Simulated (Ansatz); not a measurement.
Response to strain in Zr

The reference is Zr in the hcp (Mg type) structure (space group P6_3/mmc, No. 194; relaxed with 0.1 eV smearing).

```
CELL_PARAMETERS angstrom
      3.14377     0.00000     0.00000
     -1.57189     2.72259     0.00000
      0.00000     0.00000     5.09284
ATOMIC_POSITIONS crystal
  Zr 0.66667 0.33333 0.75000
  Zr 0.33333 0.66667 0.25000
```

Cartesian axes are those of the cell as printed.

Strains are applied to the cell and any free atomic positions relax; under biaxial strain the out-of-plane vector relaxes too.

All numbers come from Ansatz (an electronic-structure program) LDA, no spin-orbit coupling.

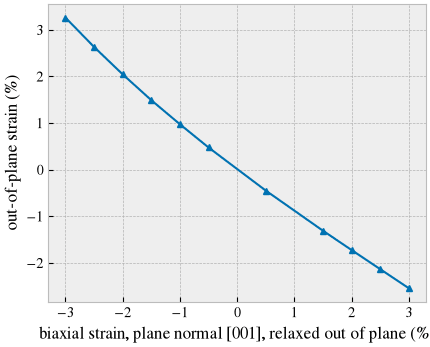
Figure: Out-of-plane strain against biaxial strain, plane normal [001], relaxed out of plane

Problem. From the plot, what is the out-of-plane strain for biaxial strain −3.00 %, plane normal [001], relaxed out of plane?

Solution. About 3.3 %.

Problem. Is the trend monotonic over the range shown?

Solution. Yes, it falls throughout, spanning -2.55 % to +3.26 %.

No phonon test of stability was made. The final runs are not spin-polarised.
